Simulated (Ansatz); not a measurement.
# AlH₃Cl (doublet): the correlation ladder at distance Al1–H4 along a hydrogen transfer = 1.994 Å, cc-pVDZ

Aim: climb from Hartree-Fock through coupled cluster and multireference methods for AlH₃Cl (doublet) at one geometry and basis, and see what each rung misses.

Method: cc-pVDZ, core rule «outside noble gas», up to 10 orbitals frozen; program: Ansatz 0.2.0, Gaussian basis.

The runs, in order: UHF; CCSD(T) on ROHF; CCSD(T) on UHF; BCCD(T) on ROHF; CISD; CCSDT(Q) on ROHF; CCSDT(Q) on UHF; CASSCF and MRCISD+Q, 3 electrons in 3 orbitals; CASSCF and NEVPT2, 3 electrons in 3 orbitals.

13 further runs of the same task are left out: 9 for a known fault of the program, 4 that didn't finish.

### Step 1. The system

The geometry derives from fragments relaxed apart (PBE0/def2-TZVP) and kept rigid, so it is no stationary point. A hydrogen atom is moved between rigid fragments.

5 atoms, charge 0, spin multiplicity 2.

Atoms are counted from 1 here; the program's logs count them from 0.

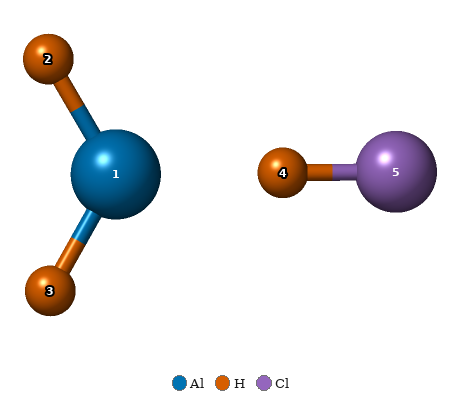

The structure; aluminium blue, hydrogen orange, chlorine purple; atoms are numbered from 1 in the order of the file.

### Step 2. UHF

File in.yaml:

```yaml
crystal:
  periodic: [false, false, false]
  atoms:
    - {symbol: Al, position_ang: [-1.817434, 0.000000, 0.000000]}
    - {symbol: H, position_ang: [-2.610357, 1.373384, 0.000000]}
    - {symbol: H, position_ang: [-2.610357, -1.373384, 0.000000]}
    - {symbol: H, position_ang: [0.176566, 0.000000, 0.000000]}
    - {symbol: Cl, position_ang: [1.526566, 0.000000, 0.000000]}
basis:
  gaussian: {orbitals: cc-pVDZ}
magnetization: {spin_polarized: true, initial_magnetization: 1}
hamiltonian: {xc: hf}
output: {orbitals: {seedname: orbitals}}
```

The run is started by

```bash
$ ansatz run in.yaml --threads 1 --pin off --events-out ev --progress --plain --max-ram 2393MiB
```

The runs that follow: CCSD(T) on ROHF; CCSD(T) on UHF; BCCD(T) on ROHF; CISD; CCSDT(Q) on ROHF; CCSDT(Q) on UHF; CASSCF and MRCISD+Q, 3 electrons in 3 orbitals; CASSCF and NEVPT2, 3 electrons in 3 orbitals.

Q: Predict the results of all the runs planned. Wanted: UCCSDT(Q) below the RHF energy; RMP2 from UCCSDT(Q); UMP2 from UCCSDT(Q); RCCSD from UCCSDT(Q); RCCSD(T) from UCCSDT(Q); UCCSD(T) from UCCSDT(Q); RCCSDT(Q) from UCCSDT(Q); NEVPT2 pair from UCCSDT(Q); MRCISD+Q pair from UCCSDT(Q).

The runs gave:

```
                         quantity                                                   value
   UCCSDT(Q) below the RHF energy                                              -6.8861 eV
              RMP2 from UCCSDT(Q)                                           +104.9 kJ/mol
              UMP2 from UCCSDT(Q)                                           +105.7 kJ/mol
             RCCSD from UCCSDT(Q)                                            +14.2 kJ/mol
          RCCSD(T) from UCCSDT(Q)                                             +2.9 kJ/mol
          UCCSD(T) from UCCSDT(Q)                                             +2.9 kJ/mol
         RCCSDT(Q) from UCCSDT(Q)                                              0.0 kJ/mol
       NEVPT2 pair from UCCSDT(Q)                                           +105.1 kJ/mol
     MRCISD+Q pair from UCCSDT(Q)                                             +4.2 kJ/mol
levels within 1 kcal/mol (43 meV)  RCCSD(T), UCCSD(T), BCCD(T), RCCSDT, UCCSDT, RCCSDT(Q)
                    T1 diagnostic                                                   0.015
```

**Reading.** RCCSD(T) misses by +2.9 kJ/mol, 0.4 % of the correlation energy. Of the multireference levels listed MRCISD+Q pair comes nearest in total energy (+4.2 kJ/mol), which doesn't show that its space is the better one. These misses are within one basis, not against nature; the frozen cores of restricted and unrestricted runs differ, which can shift their rows.
